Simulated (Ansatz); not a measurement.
## Electronic structure of C$_{2}$NP (SMILES N#CC#P) in real space

```xyz
4

C     0.0000    0.0000   -0.5911
C     0.0000    0.0000    0.7831
N     0.0000    0.0000    1.9511
P     0.0000    0.0000   -2.1431
```

Geometry: B3LYP-D3(BJ)/def2-SVP.

Method: Ansatz 0.2.0, isolated molecule in a Gaussian basis; Kohn-Sham density functional theory, functional PBE0.

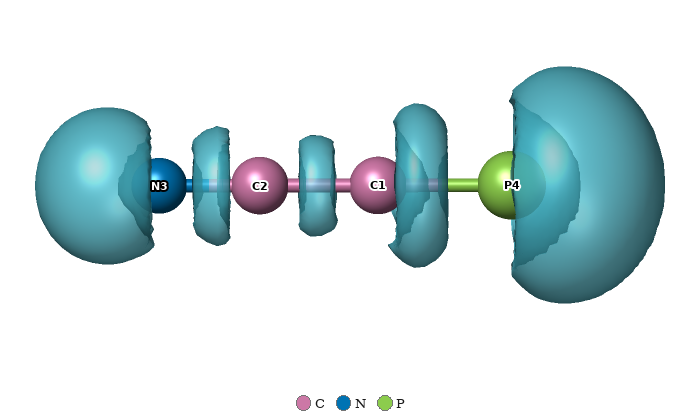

Figure 1. Isosurface of the electron localisation function at 0.8 (cyan), seen from one side. Only the valence region is drawn (cores and ρ < 0.01 e/Å³ removed).

> Describe the localisation domains.

The ELF exceeds this value in one region between bonded C–C atoms (shared pairs), one region between bonded C–N atoms (shared pairs), one region between bonded C–P atoms (shared pairs), one lobe on N, pointing away from the bonds (lone pairs) and one lobe on P, pointing away from the bonds (lone pairs).


C–N (1.17 Å): the ELF peaks at about 0.85 between the atoms; a short, multiple covalent bond. C–C (1.37 Å): the ELF peaks at about 0.95 between the atoms; localised, covalent bonding.

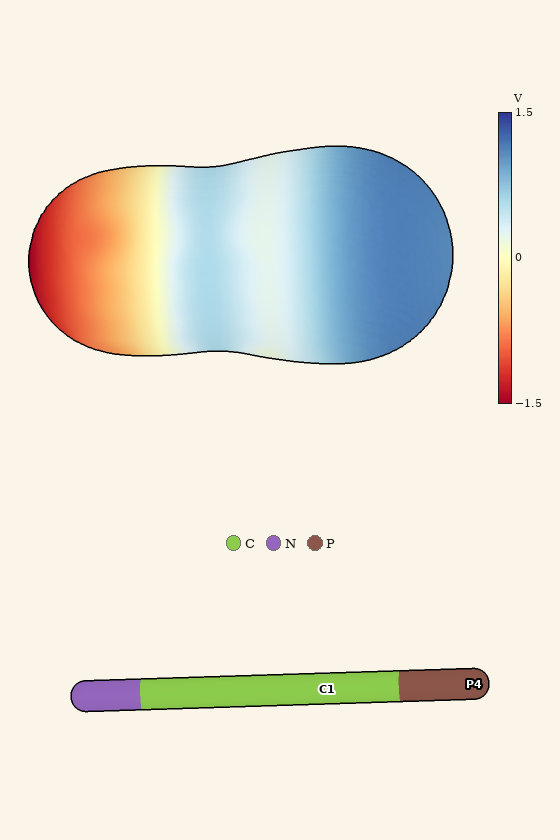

Figure 2. The molecular electrostatic potential painted on the density surface at 0.002 e/bohr³, seen at a tilt; red is negative and blue positive. The bare structure is drawn below in the same view.

> Where is the surface potential most negative and most positive?

The most negative region (about −1.5 V) lies over N3, the most positive (about +1.1 V) over P4. N3 is the likeliest acceptor of a hydrogen bond.

> How polar is the molecule by this calculation?

Its dipole moment is 3.56 D.

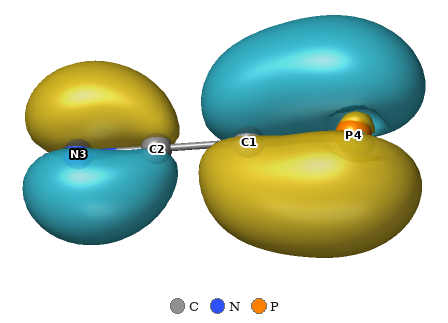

Figure 3. The HOMO at ±0.1 Å⁻³ᐟ² (yellow and cyan are the two phases), seen from one side.

> Where does this orbital lie, and at what energy?

By Hirshfeld shares it lies mainly on P4 (about 40 %), C1 (about 25 %), N3 (about 20 %) and C2 (about 10 %); π-bonding across P4–C1. It is one of a degenerate set, so its orientation is arbitrary. Its energy is −8.62 eV.

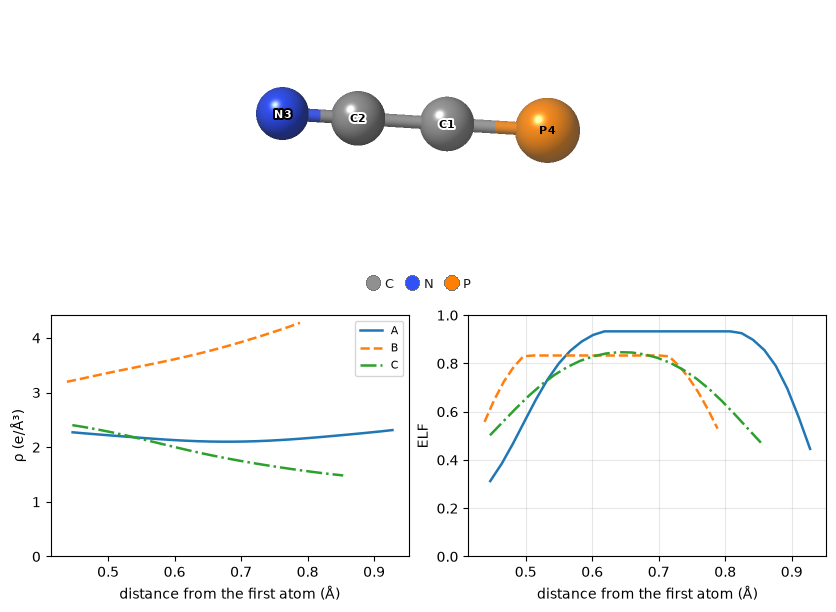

Figure 4. Total electron density and electron localisation function along straight lines between neighbouring atoms. The curves leave out the atomic cores. The structure is drawn too.

> Which curve belongs to which contact (C–C, C–N and C–P)? The first atom named is at distance zero.

Curve A: C–C (1.37 Å): ρ at the midpoint is about 2.1 e/Å³; the ELF peaks at about 0.95 between the atoms: a covalent bond. Curve B: C–N (1.17 Å): the density is about 3.6 e/Å³ at the midpoint; the ELF peaks at about 0.85 between the atoms (a multiple bond). Curve C: C–P (1.55 Å): ρ at the midpoint is about 1.6 e/Å³; the ELF peaks at about 0.85 between the atoms; a covalent bond.
